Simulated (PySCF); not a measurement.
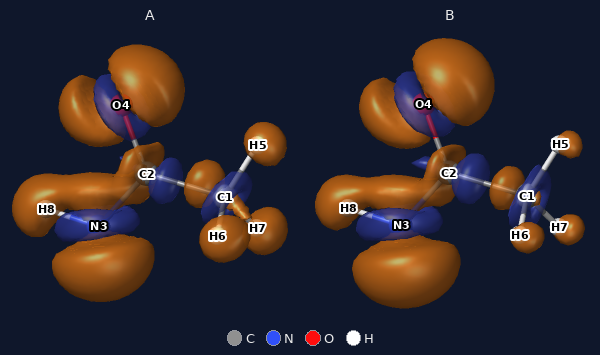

Figure 1: C2H4NO, doublet, SMILES `CC([NH])=O`. The two Fukui functions at ±0.03 e/Å³ (orange positive, blue negative).

Method: B3LYP/def2-SVPD; geometry: GFN2-xTB; program: PySCF. No frequency check shows the geometry to be a minimum. GFN2-xTB doesn't know the spin state, so this open-shell geometry is rough.

Input script:

```python
import numpy as np
from pyscf import gto, scf, dft
from pyscf.scf import atom_ks, atom_hf
from scipy.linalg import block_diag

def solve(mol, dm0=None, hcore=None):
    mf = (dft.UKS if mol.spin else dft.RKS)(mol, xc='b3lyp')
    mf.grids.level = 3
    mf = mf.density_fit(auxbasis='def2-universal-jkfit')
    mf.conv_tol, mf.max_cycle = 1e-8, 80
    if hcore is not None:
        mf.get_hcore = lambda *args: hcore
    mf.kernel(dm0)
    if not mf.converged:
        mf = mf.newton().run(mf.mo_coeff, mf.mo_occ, max_cycle=30)
    assert mf.converged, 'SCF not converged'
    return mf

mol = gto.M(atom='''
C      1.41005    -0.08265    -0.00020
C     -0.07967     0.03469    -0.00023
N     -0.81492    -1.03383    -0.00007
O     -0.72094     1.10185     0.00007
H      1.85946     0.90590    -0.00920
H      1.72571    -0.62739     0.88668
H      1.72505    -0.64426    -0.87554
H     -1.82053    -0.92445     0.00061
''', basis='def2-svpd', charge=0, spin=1, verbose=4)
mf = solve(mol)
out = dict(e0=mf.e_tot, dm0=mf.make_rdm1(), c=mf.mo_coeff, occ=mf.mo_occ, eps=mf.mo_energy)
for name, dq, spin in [('cation', 1, 0), ('anion', -1, 0)]:
    ion = mol.copy().set(charge=mol.charge + dq, spin=spin).build()
    mi = solve(ion)
    if spin and dq > 0 and mol.nao < 130:
        c, _, stable, _ = mi.stability(return_status=True)
        if not stable:
            mi = solve(ion, mi.make_rdm1(c, mi.mo_occ))
    print(name, 'vertical energy change / eV', (mi.e_tot - mf.e_tot) * 27.211386)
    out.update({'e_' + name: mi.e_tot, 'dm_' + name: mi.make_rdm1(), 's2_' + name: mi.spin_square()[0], 'eps_' + name: mi.mo_energy, 'occ_' + name: mi.mo_occ})
# spherically averaged free atoms, for the promolecule
atm = atom_ks.get_atm_nrks(mol, xc='b3lyp')
pro = block_diag(*[(atm[a[0]][2] * atm[a[0]][3]) @ atm[a[0]][2].T for a in mol._atom])
np.savez('result.npz', pro=pro, **out)
```

Run with:

```sh
OMP_NUM_THREADS=1 python input.py
```

The run took 39 s on 1 thread of Arm Neoverse V1, on a shared host, peak memory 0.53 GiB.

Partitions, critical points and surface values were worked out afterwards from this run's density.

Why do the two look alike?

The electron leaves from or enters the same singly occupied orbital. A is f⁻, B is f⁺. f⁻ (Hirshfeld-condensed) is largest on O4 (0.31) and N3 (0.29); the vertical ionisation energy is 11.62 eV (to the singlet cation, which needn't be its lowest state). f⁺ (Hirshfeld-condensed) is largest on O4 (0.33) and N3 (0.29); the vertical electron affinity is 2.19 eV (to the singlet anion, which needn't be its lowest state; the anion's highest orbital has positive energy, so this value and f⁺ depend on the basis).
